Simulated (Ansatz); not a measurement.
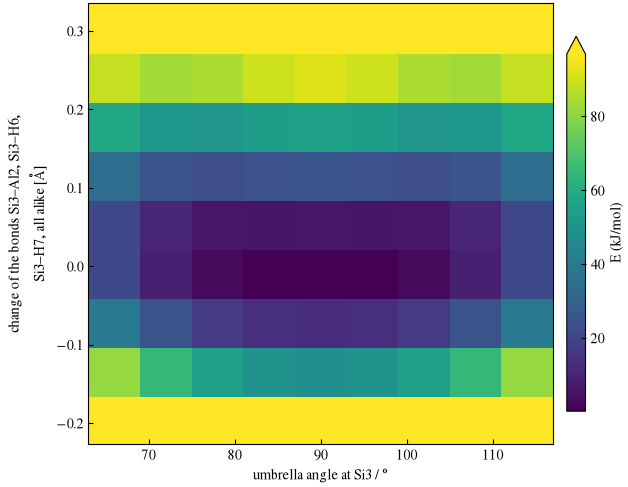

Energy landscape of AlH4OSi, SMILES [OH][AlH][SiH2], spin multiplicity 2. Coordinates scanned: (1) umbrella angle at Si3 (between each of its bonds and their common axis; 90 is planar); (2) change of the bonds Si3–Al2, Si3–H6, Si3–H7, all alike. Nothing is relaxed (all other coordinates rigid). Grid: 9 × 9 points; 76 points were computed and 5 follow by symmetry. Points are written as (first, second). Energies are in kJ/mol, from the relaxed molecule at the same level. Level of theory: UKS PBE0-D4/def2-TZVP (Ansatz 0.2.0).

In the figure: one coloured cell a grid point, one colour for all values above the top of the scale. 

Describe this landscape.

The lowest grid point is at (90°, −0.009 Å), 0.18 kJ/mol from the relaxed molecule at the same level. The highest grid point, (114°, −0.196 Å), lies 152 kJ/mol above the lowest.

The values on the grid:

```
second ↓, first →   66   72   78   84   90   96  102  108  114
            0.304  125  121  125  131  134  131  125  121  125
            0.241   88   83   85   90   92   90   85   83   88
            0.179   58   51   51   54   55   54   51   51   58
            0.116   34   25   23   24   25   24   23   25   34
            0.054   21   10    6    6    6    6    6   10   21
           −0.009   22    9    3    1    0    1    3    9   22
           −0.071   40   25   17   13   12   13   17   25   40
           −0.134   81   65   55   50   48   50   55   65   81
           −0.196  152  134  122  115  113  115  122  134  152
```

Each point was launched as `ansatz run input.yaml --threads 1 --pin off --max-ram 2560MiB --backend cpu --events-out ev --progress --plain --runs-dir out`. Time for the 76 points that were run: 8.2 min on 1 thread of Arm Neoverse V2, with other jobs on the host.
